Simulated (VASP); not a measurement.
Band structure of HgS (relaxed from the NiAs type structure, space group P6_3/mmc). These are PBEsol GGA, VASP's PBE PAW potentials (set 64) (plane waves; VASP) values and carry that method's errors.

Unless said otherwise, spin-orbit coupling is left out, though it shifts the bands of the heavy elements here.

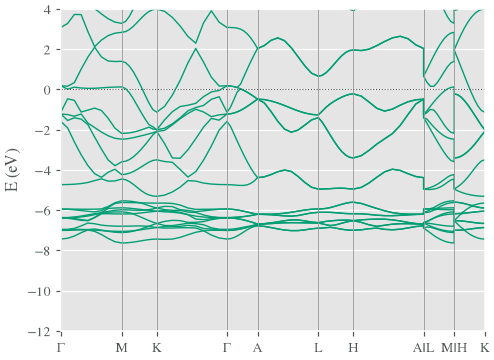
Fig. 1. Bands along high-symmetry lines, zero at the valence-band maximum or, without a gap, the Fermi level

Task: Read the plot: is there a gap, and where are the band edges?

Result: It has no gap at this level: it comes out as a metal or semimetal. (Edges off the drawn lines would not show.)

The structure was generated: HgS was put into the NiAs type type (P6_3/mmc), which need not be its known phase. It was relaxed first, which changed the volume by +29 %.
